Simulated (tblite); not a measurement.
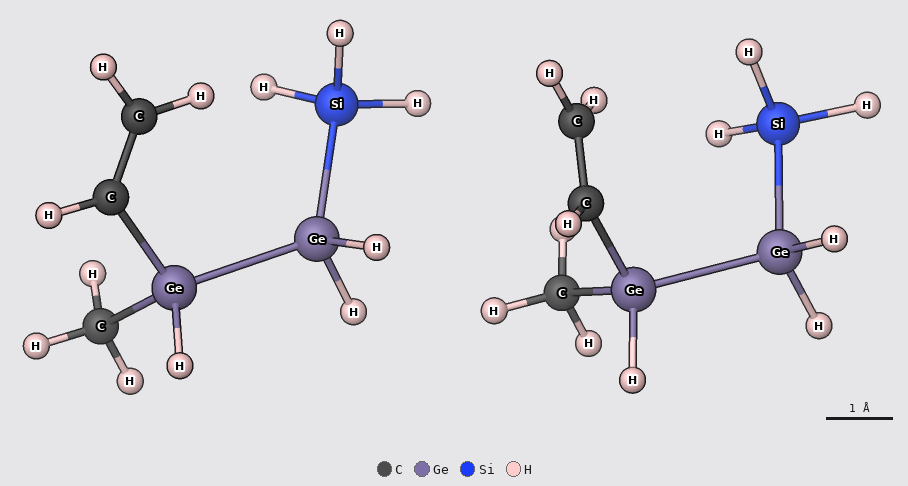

Two geometries of C$_{3}$H$_{12}$Ge$_{2}$Si, drawn at one scale. One is the start of a relaxation, the other its converged end. The picture is a ball-and-stick view, seen at a tilt.

All numbers below come from GFN2-xTB geometry optimisation, gas phase in tblite 0.8.0. 

Q: Which one is relaxed?

A: The left one is the relaxed one. An H atom moves most after the best rigid fit: 1.31 Å. Largest moves by element: H 1.31 Å, C 0.53 Å, Si 0.35 Å, Ge 0.29 Å. Some distances before and after: Ge–H 1.551 → 1.518 Å, C–Ge 1.950 → 1.982 Å, Ge–Ge 2.385 → 2.416 Å, Ge–Si 2.318 → 2.347 Å. Bond angles that change, for instance: Ge–Ge–Si 109.0° → 121.6°, H–Ge–H 110.5° → 99.3°, C–Ge–H 110.0° → 105.9°. Groups turn about C–Ge by about 60°. Over 191 geometry steps the energy falls by 22.9 kJ/mol. The run took 1.2 s on 1 thread of Arm Neoverse V2 (shared host).
